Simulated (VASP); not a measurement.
Band structure of Mg (space group I4_1/amd). Method: PBE GGA, VASP's PBE PAW potentials (set 64) (plane waves; VASP).

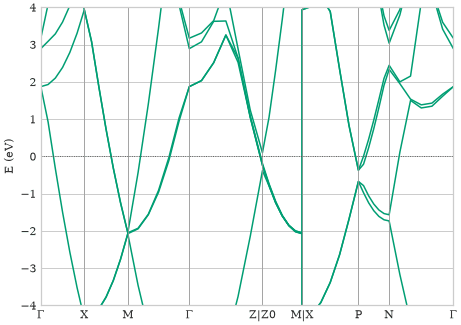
Bands along high-symmetry lines, zero at the valence-band maximum or, without a gap, the Fermi level

Task: Read the plot: is there a gap, and where are the band edges?

Result: It has no gap at this level: it comes out as a metal or semimetal.

The structure was generated: Mg was put into an ordered model structure, which need not be its known phase. The cell was not relaxed at this level.
